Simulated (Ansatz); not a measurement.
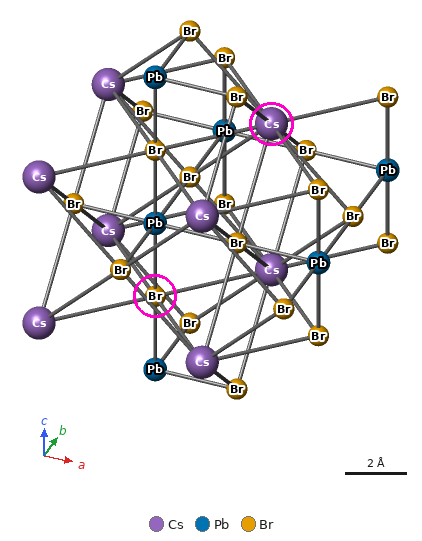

Perfect CsPbBr3. Style: ball-and-stick. Shown: the atoms within 7.0 Å of one point, from a free direction.

Computed with DFT, PBEsol, PAW, plane waves in Ansatz. (plane-wave cutoff 420 eV; k-point mesh 1 × 1 × 1; mesh shifted by (0.25, 0.25, 0.25); no spin polarisation) Fermi-Dirac smearing of 0.01 eV. The axes drawn are those of the host's conventional cell.

A caesium atom is taken out (a vacancy) and a bromine atom is taken out (a vacancy), the two sites 7.2 Å apart at the ringed places, in charge state 0. The supercell has 40 sites, and the atoms are relaxed at the host's cell.

**How do the neighbours respond?**

Around the empty Cs site the host had ; after relaxation the nearest atoms are 1 Br at 3.82 Å. Around the empty Br site the host had 2 Pb at 2.94 Å; after relaxation the nearest atoms are 2 Pb at 3.09 to 3.10 Å, 2 Br at 3.61 to 3.66 Å. Of the host's atoms, a bromine atom moves furthest from its site, by 0.73 Å.

The relaxed defect, seen from the same direction:

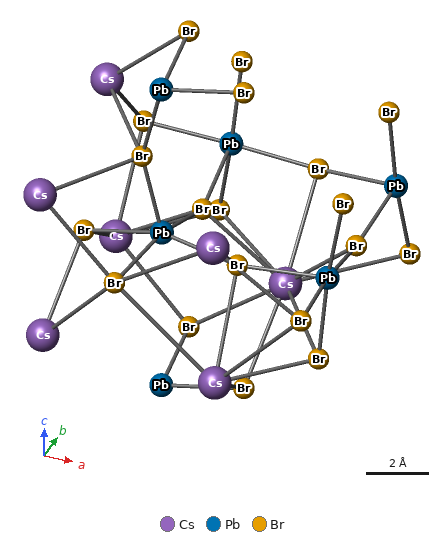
